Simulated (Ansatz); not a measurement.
## Ligand exchange: ICl + GeH3(CH3) → HI + GeH2(CH3)Cl

Gas-phase species: ICl (iodine monochloride), singlet; GeH3(CH3) (methyl germane), singlet; HI (hydrogen iodide), singlet; GeH2(CH3)Cl, singlet. The partners trade Cl for H: I–Cl and Ge–H bonds give way to I–H and Ge–Cl.

Shapes, held fixed at every level: PBE0-D4/def2-TZVP. Programs: Ansatz 0.2.0. The zero-point and thermal change to 298 K, harmonic and unscaled (PBE0-D4/def2-TZVP), is -1.8 kJ/mol.

| level | kind | ΔH(298 K) (kJ/mol) | less CCSD(T)/def2-TZVPP | CPU time (sum over the molecules) |
| --- | --- | --- | --- | --- |
| SPW92/def2-TZVPP | LDA | -149.5 | +15.0 | 6.8 s |
| B3LYP-D4/def2-TZVPP | global hybrid | -147.9 | +16.6 | 23 s |
| r2SCAN0-D4/def2-TZVPP | global hybrid | -163.8 | +0.7 | 27 s |
| wB97X-V/def2-TZVPP | range-separated hybrid | -157.5 | +7.0 | 37 s |
| B2PLYP/def2-TZVPP | double hybrid | -156.4 | +8.1 | 28 s |
| CCSD/def2-TZVPP | coupled cluster or CI | -166.2 | -1.7 | – |
| CCSD(T)/def2-TZVPP | coupled cluster or CI | -164.5 | 0.0 | – |

The highest level, CCSD(T)/def2-TZVPP, gives ΔH(298 K) = -164.5 kJ/mol; the levels span -166.2 to -147.9. The column of differences is taken from that level and isn't an error. No measured value is set beside it here. For atoms past krypton def2 sets carry core potentials with scalar relativity. Relativity is left out for Ge. Outer-core shells of Ge, I are correlated, in sets that cover them unevenly. Times are processor times on shared x86 and Arm servers, and rough.

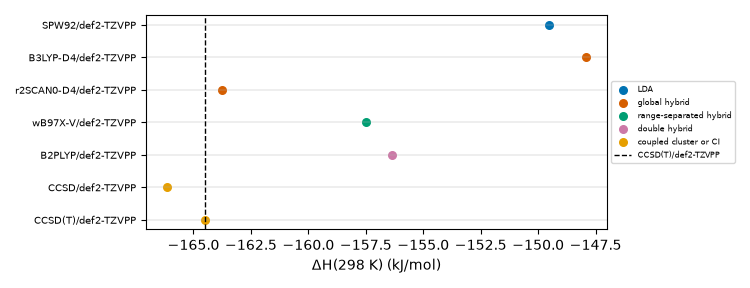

The values of the table, level by level.
